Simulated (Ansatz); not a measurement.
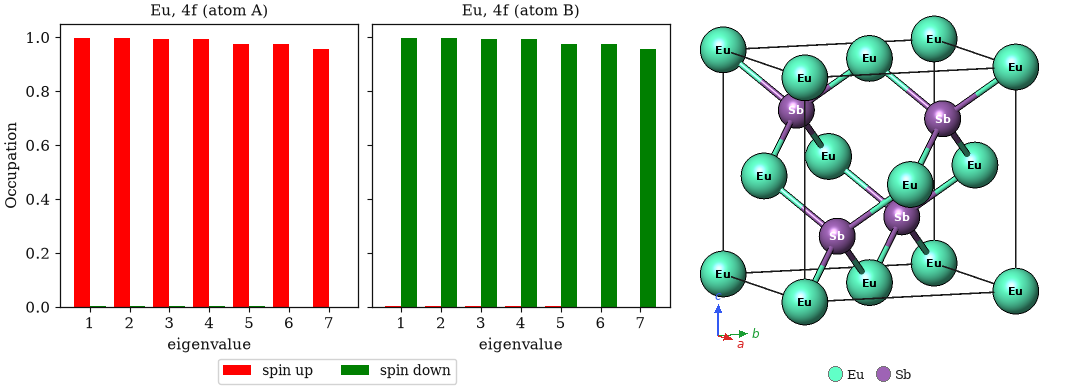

Eigenvalues of the local occupation matrix of the f shell, one panel for each unlike atom (Löwdin-orthogonalised atomic projectors). The structure is drawn too.

Calculation on EuSb, space group F-43m, 4 atoms in the cell, zincblende type; a = 5.04 Å, b = 8.72 Å, c = 10.07 Å, α = 30.00°, β = 60.00°, γ = 54.74°.

Level of theory: DFT LDA+U, scalar-relativistic, plane waves, PAW, Ueff = 4 eV on Eu f, spin-polarised, 4×4×4 k mesh; code Ansatz.

Question: How many states of the shell are filled, counting eigenvalues over 0.6?

Answer: Counting eigenvalues over 0.6 as filled, Eu (atom A) has 7 filled f states (f⁷), 7 up and 0 down; the eigenvalues sum to 6.9; Eu (atom B) has 7 filled f states (f⁷), 0 up and 7 down; the eigenvalues sum to 6.9.

The structure was built from a prototype or by substitution, so it need not be a known phase. The k mesh is coarse for this system. Spin-orbit coupling is left out, which matters for Eu. Open shells can settle in several states, and this one need not be the lowest.
